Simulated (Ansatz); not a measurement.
```sh
ansatz run in.yaml --threads 8 --pin off --events-out ev --progress --plain --max-ram 19148MiB
```

```yaml
crystal:
  periodic: [false, false, false]
  atoms:
    - {symbol: Al, position_ang: [-0.649059, 0.350346, -0.046663]}
    - {symbol: Cl, position_ang: [1.753793, -0.272812, -0.550006]}
    - {symbol: Cl, position_ang: [-1.521880, -0.066507, -1.894628]}
    - {symbol: Cl, position_ang: [-0.393145, 2.344456, 0.508846]}
    - {symbol: H, position_ang: [1.681525, -1.165571, 0.379469]}
    - {symbol: Br, position_ang: [-0.871334, -1.190013, 1.602882]}
basis:
  gaussian: {orbitals: def2-TZVPP}
hamiltonian: {xc: lda}
```

Work out the structure from the coordinates.

Formula AlBrCl3H. This geometry has Cs symmetry. Coordination, clear cases only: 1 Cl bent.

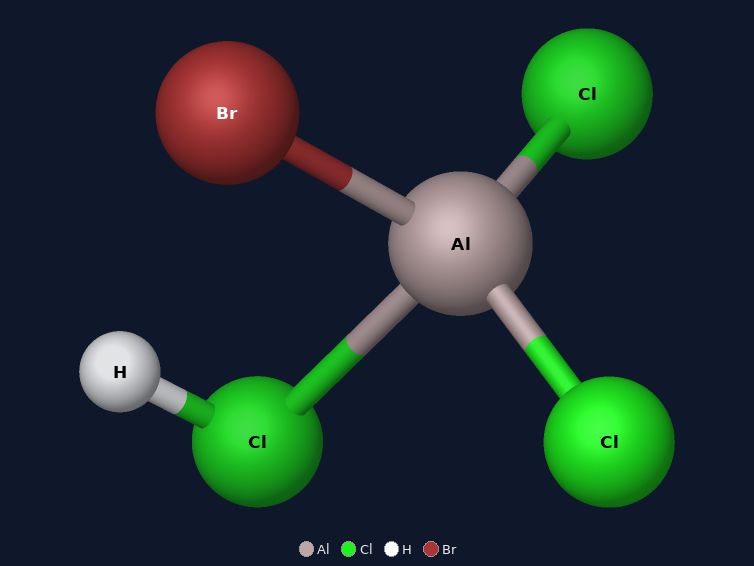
